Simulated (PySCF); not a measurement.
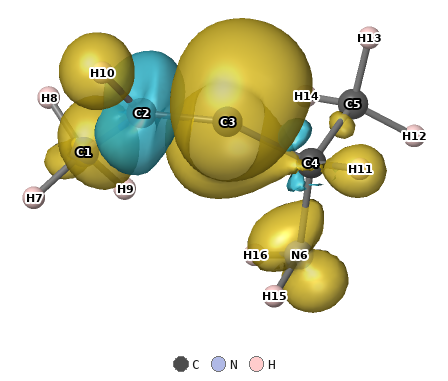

Figure. C5H10N (SMILES C/C=[C]\[C@H](C)N) (doublet). Isosurfaces of the spin density (α minus β) at +0.015 (yellow) and −0.015 e/Å³ (cyan), seen across its widest extent.

Geometry: GFN2-xTB.

Computed with UKS B3LYP, pcH-1 on C H N, non-relativistic, mean-field spin-orbit, GIAO in PySCF 2.14.0, density-fitted response routines.

```json
{"atom": "C", "x (Å)": "2.1825", "y (Å)": "-0.1283", "z (Å)": "-0.2913"}
{"atom": "C", "x (Å)": "1.3557", "y (Å)": "0.0583", "z (Å)": "0.9692"}
{"atom": "C", "x (Å)": "0.0788", "y (Å)": "0.2422", "z (Å)": "1.0881"}
{"atom": "C", "x (Å)": "-1.1874", "y (Å)": "0.3887", "z (Å)": "0.3583"}
{"atom": "C", "x (Å)": "-1.7680", "y (Å)": "-0.9904", "z (Å)": "0.0296"}
{"atom": "N", "x (Å)": "-1.0626", "y (Å)": "1.1655", "z (Å)": "-0.8781"}
{"atom": "H", "x (Å)": "2.8971", "y (Å)": "0.6890", "z (Å)": "-0.3849"}
{"atom": "H", "x (Å)": "2.7388", "y (Å)": "-1.0618", "z (Å)": "-0.2243"}
{"atom": "H", "x (Å)": "1.5582", "y (Å)": "-0.1576", "z (Å)": "-1.1801"}
{"atom": "H", "x (Å)": "1.9651", "y (Å)": "0.0218", "z (Å)": "1.8691"}
{"atom": "H", "x (Å)": "-1.9097", "y (Å)": "0.9331", "z (Å)": "0.9839"}
{"atom": "H", "x (Å)": "-2.6941", "y (Å)": "-0.8696", "z (Å)": "-0.5254"}
{"atom": "H", "x (Å)": "-1.9652", "y (Å)": "-1.5415", "z (Å)": "0.9446"}
{"atom": "H", "x (Å)": "-1.0647", "y (Å)": "-1.5585", "z (Å)": "-0.5754"}
{"atom": "H", "x (Å)": "-0.7226", "y (Å)": "2.1002", "z (Å)": "-0.6827"}
{"atom": "H", "x (Å)": "-0.4095", "y (Å)": "0.7179", "z (Å)": "-1.5120"}
```

### Where is the unpaired spin?

The unpaired spin (1 electron) lies mostly on C3 (about 0.7), in electrons by Hirshfeld's partition.
